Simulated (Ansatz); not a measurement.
**CH₇BO₂Si: up Jacob's ladder to CCSD(T)**

Aim: compute CH₇BO₂Si with functionals from several rungs and with coupled cluster. The yardstick is the atomisation energy at the CCSD(T) limit.

Program: Ansatz 0.2.0, Gaussian basis. Level of theory: functionals in def2-TZVPP, the program's frozen cores in correlated methods. These are calculated values, not measurements.

Levels to be run: PBE-D4, r2SCAN-D4, PBE0-D4, B3LYP-D4, ωB97X-V, ωB97M-V, B2PLYP; CCSD(T)/def2-TZVPP; MP2/def2-QZVPP; extrapolation to the limit.

## (1) Structure used throughout

The geometry comes from an earlier relaxation with PBE0-D4 in a triple-zeta def2 set; it is a stationary point, not always the lowest conformer.

SMILES `C[SiH2]B(O)O`, 12 atoms, charge 0, spin multiplicity 1.

Atoms are counted from 1 here; the program's logs count them from 0.

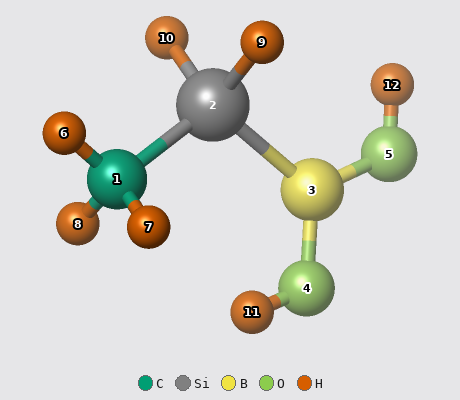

The geometry (carbon teal, silicon grey, boron yellow, oxygen green, hydrogen orange); atoms are numbered from 1 in the order of the file.

## (2) PBE-D4 (GGA)

Input file in.yaml:

```yaml
crystal:
  periodic: [false, false, false]
  atoms:
    - {symbol: C, position_ang: [-1.197903, 1.025378, 0.865526]}
    - {symbol: Si, position_ang: [0.524924, 0.318529, 0.602797]}
    - {symbol: B, position_ang: [0.584802, -0.957706, -0.992611]}
    - {symbol: O, position_ang: [-0.520582, -1.230395, -1.741781]}
    - {symbol: O, position_ang: [1.714189, -1.601803, -1.396141]}
    - {symbol: H, position_ang: [-1.218756, 1.705227, 1.719594]}
    - {symbol: H, position_ang: [-1.923066, 0.230166, 1.058320]}
    - {symbol: H, position_ang: [-1.529682, 1.586841, -0.012009]}
    - {symbol: H, position_ang: [0.967565, -0.393095, 1.839349]}
    - {symbol: H, position_ang: [1.497374, 1.433822, 0.398023]}
    - {symbol: H, position_ang: [-1.305990, -0.769308, -1.444474]}
    - {symbol: H, position_ang: [2.484224, -1.402555, -0.862491]}
basis:
  gaussian: {orbitals: def2-TZVPP}
hamiltonian: {xc: pbe, dispersion: d4}
output: {forces: true, orbitals: {seedname: orbitals}}
```

Launch:

```bash
ansatz run in.yaml --threads 4 --pin off --events-out ev --progress --plain --max-ram 10444MiB
```

After this run come: r2SCAN-D4 (meta-GGA); PBE0-D4 (hybrid); B3LYP-D4 (hybrid); ωB97X-V (range-separated); ωB97M-V (range-separated); B2PLYP (double hybrid); CCSD(T) in def2-TZVPP; MP2 in def2-QZVPP.

Before running them: what should the planned runs give, taken together? Wanted: atomisation energy, CCSD(T)/CBS; farthest; mean size of error, hybrid; mean size of error, range-separated; gap, smallest and largest; T1 diagnostic; triples share of the correlation energy.

As calculated:

```
                               quantity                                           value
        atomisation energy, CCSD(T)/CBS                                   4576.1 kJ/mol
 functionals within 22.9 kJ/mol (0.5 %)  r2SCAN-D4, PBE0-D4, B3LYP-D4, ωB97X-V, ωB97M-V
                               farthest                           PBE-D4 (+61.2 kJ/mol)
             mean size of error, hybrid                                     10.1 kJ/mol
    mean size of error, range-separated                                     10.2 kJ/mol
              gap, smallest and largest            5.49 eV (PBE-D4), 12.24 eV (ωB97X-V)
                          T1 diagnostic                                          0.0129
triples share of the correlation energy                                           3.6 %
```

PBE-D4 is off by +61.2 kJ/mol. Double hybrids carry the basis error of their MP2 part in triple zeta, and no dispersion term here, so their miss is partly the set-up's. Misses under about 22.9 kJ/mol are within the doubt on the reference itself, which lacks core-valence correlation, relativity and higher excitations. Hartree-Fock recovers 74 % of the binding; the rest is correlation. Orbital gaps span 5.5 to 12.2 eV; exact exchange widens them.
